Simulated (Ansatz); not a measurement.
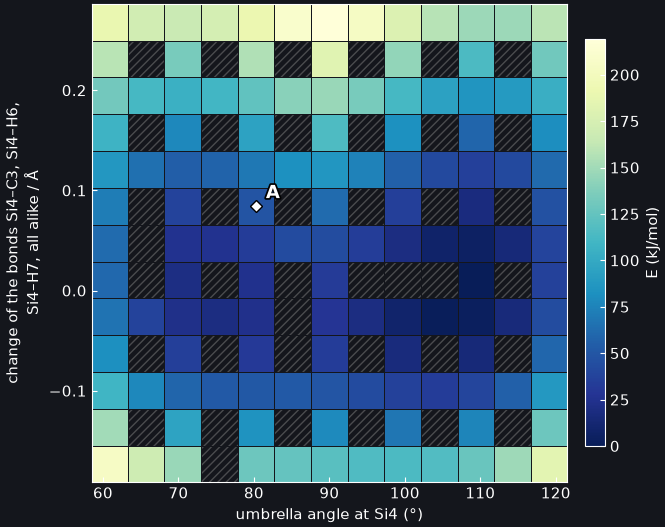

CH₃BNSi, SMILES [BH]N=C=[SiH2], spin multiplicity 2. 
- Coordinates scanned: (1) umbrella angle at Si4 (between each of its bonds and their common axis; 90 is planar); (2) change of the bonds Si4–C3, Si4–H6, Si4–H7, all alike.
- Nothing is relaxed (all other coordinates rigid).
- The grid has 13 × 13 points. At 40 points there is no value.
- Points are written as (first, second).
- Energies are in kJ/mol, from the lowest grid point.
- In part of the range the unrestricted reference is strongly spin-contaminated.
- Theory: UHF/def2-TZVP (Ansatz).

Drawn: one coloured cell a grid point, hatched blanks where no value was computed, the point A.

Q: Is A at rest? If not, where is it pushed?

A: A, at (80.3°, 0.084 Å), is not a stationary point. The computed force is 2.5 kJ/mol for each degree towards smaller values of the first coordinate and 500 kJ/mol for each Å towards smaller values of the second coordinate.
